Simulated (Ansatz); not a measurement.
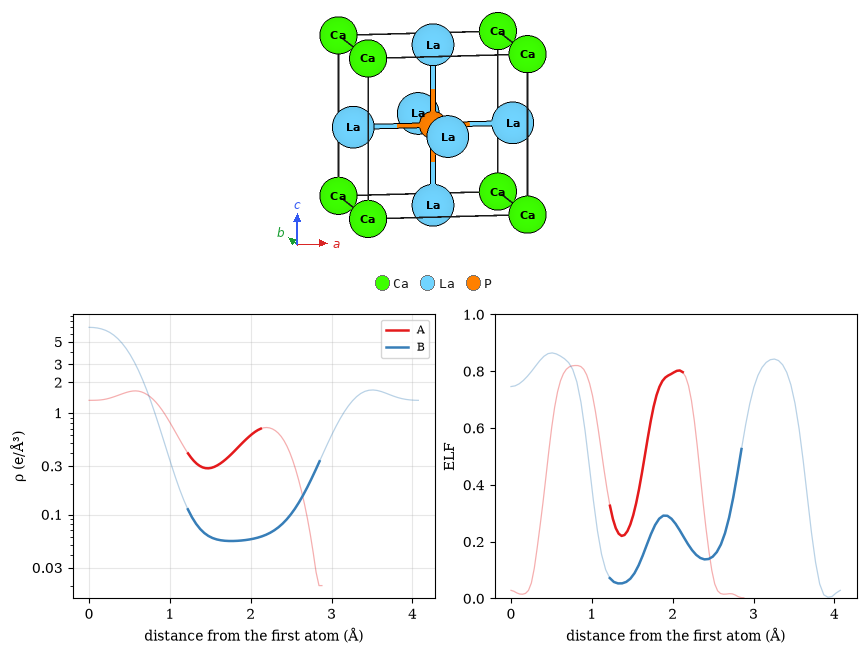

The picture shows: CaLa₃P. Valence pseudo-density and electron localisation function along straight lines between neighbouring atoms. Thin, pale parts lie inside the atomic spheres. The structure is drawn too.

Space group Pm-3m; a structure generated by program, which may or may not match a known phase.

Computed with DFT PBE, scalar-relativistic, plane waves, PAW in Ansatz.

The density is the valence pseudo-density of a PAW calculation; it isn't the true density close to the nuclei.

Q: Which curve belongs to which contact (Ca–La and La–P)? The first atom named is at distance zero.

A: Curve A: La–P (2.88 Å): the density is about 0.29 e/Å³ at the midpoint; the ELF peaks at about 0.80 in the valence shell of P, 0.8 Å from its nucleus, and drops to about 0.20 between the two atoms. Curve B: Ca–La (4.07 Å): ρ is about 0.06 e/Å³ halfway; the ELF is about 0.25 at the midpoint (no shared electron pair shows on this line).
